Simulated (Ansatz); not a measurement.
# Gap against volume in amorphous SnO2 (72 atoms)

Density of this cell: 6.42 g/cm³. The cell holds 72 atoms: 24 Sn and 48 O. Cell: a = 9.675 Å, b = 9.778 Å, c = 9.908 Å, α = 93.1°, β = 88.4°, γ = 89.8°. The starting structure: 72 atoms (24 Sn, 48 O) placed at random at 6.03 g/cm³, melted at 5000 K for 10 ps at fixed volume with the Morse and Coulomb pair potential with partial charges (Pedone, Malavasi, Menziani, Cormack and Segre, J. Phys. Chem. B 110, 11780 (2006)). Quenched from 5000 K to 300 K at 50 K/ps and fixed volume, held 10 ps at zero pressure, then minimised at fixed cell.

Calculated with Ansatz 0.2.0: Kohn-Sham DFT, r2SCAN, PAW (set soft_2), plane waves; cutoff 500 eV, Γ point, fermi-dirac smearing of 0.05 eV. The relaxed cell was scaled evenly and the atoms were relaxed at each volume. The gap is that between the highest filled and the lowest empty Kohn-Sham level on the run's k-points.

| volume (Å³/atom) | gap (eV) |
| --- | --- |
| 11.695 | 1.359 |
| 12.215 | 1.293 |
| 12.604 | 1.105 |
| 12.994 | 1.003 |
| 13.384 | ? |
| 13.774 | 0.8914 |

**Question.** Fit a straight line in ln V to the rows given and interpolate to the withheld row.

**Working.**

A volume deformation potential makes the spacing linear in u = ln(V/V0), with V0 = 12.994 Å³ the relaxed volume; v is the spacing.

| u = ln(V/V0) | v (eV) |
| --- | --- |
| -0.105360 | 1.3585 |
| -0.0618748 | 1.2926 |
| -0.0304588 | 1.1048 |
| 0 | 1.0027 |
| 0.0582687 | 0.8914 |

With n = 5: mean u = -0.0278851, mean v = 1.13, Σ(u − ū)² = 0.015364, Σ(u − ū)(v − v̄) = -0.047271. Slope b = -0.047271 / 0.015364 = -3.0767; intercept a = v̄ − b ū = 1.0442.

At the withheld volume u = 0.02956, and v = a + b u.

Prediction at 13.384: 0.9533 eV. The run gave 0.9645 eV, so the fit is low by 0.011 eV (1.2 % of the value).

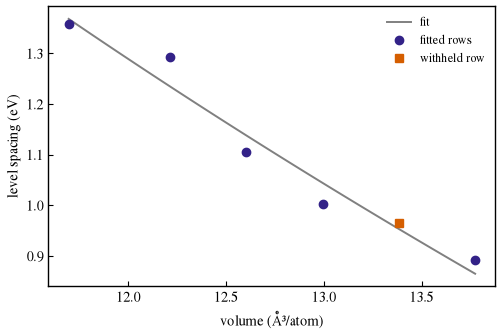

The fit, the rows that it rests on and the withheld row.

The slope, -3.08 eV, says that the spacing narrows on expansion. Among the rows given, the largest miss of the fit is at 12.215, by 0.058 eV (12 % of the range of the table).

Limits: The table spans 16 % in volume, wide for a linear law. Semilocal functionals tend to put gaps under measured ones. Only the Γ point is sampled. Atoms move by up to 1.0 Å in these relaxations, so the structure changes along the series. Defect or tail levels can set the spacing of a disordered cell.

[Hosts, paths, dates, database ids (printed as entryN), source tags and the programs' standing remarks are cut or masked in the printed files.]
